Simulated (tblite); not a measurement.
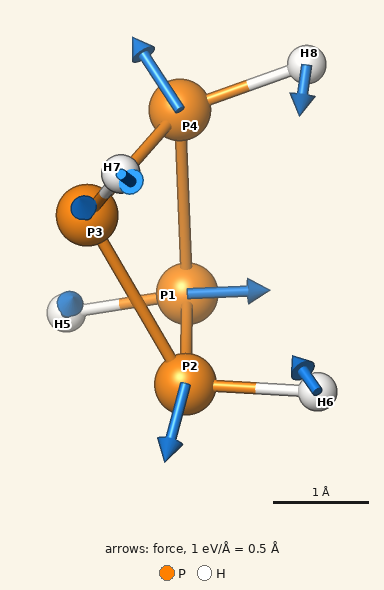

Starting geometry of P₄H₄ with the computed forces as blue arrows. Style: ball-and-stick. Shown from a free direction.

Method: GFN2-xTB geometry optimisation, gas phase in tblite. 

**Is this structure relaxed? If not, where do the atoms go?**

It isn't relaxed: the largest force vector, on P4, is 1.98 eV/Å. The final displacements follow the starting forces only in part (cosine between the two patterns 0.32). After 57 geometry steps the energy has fallen by 1.359 eV. H7 moves most after the best rigid fit: 1.48 Å. Largest moves by element: H 1.48 Å, P 0.62 Å. Some distances before and after: P2–H6 1.458 → 1.396 Å, P2–P3 2.175 → 2.235 Å, P1–H5 1.436 → 1.397 Å, P1–P4 2.229 → 2.202 Å. Bond angles that change, for instance: P3–P4–H8 117.9° → 96.3°, P2–P3–H7 115.2° → 94.8°, P3–P2–H6 113.8° → 96.4°.
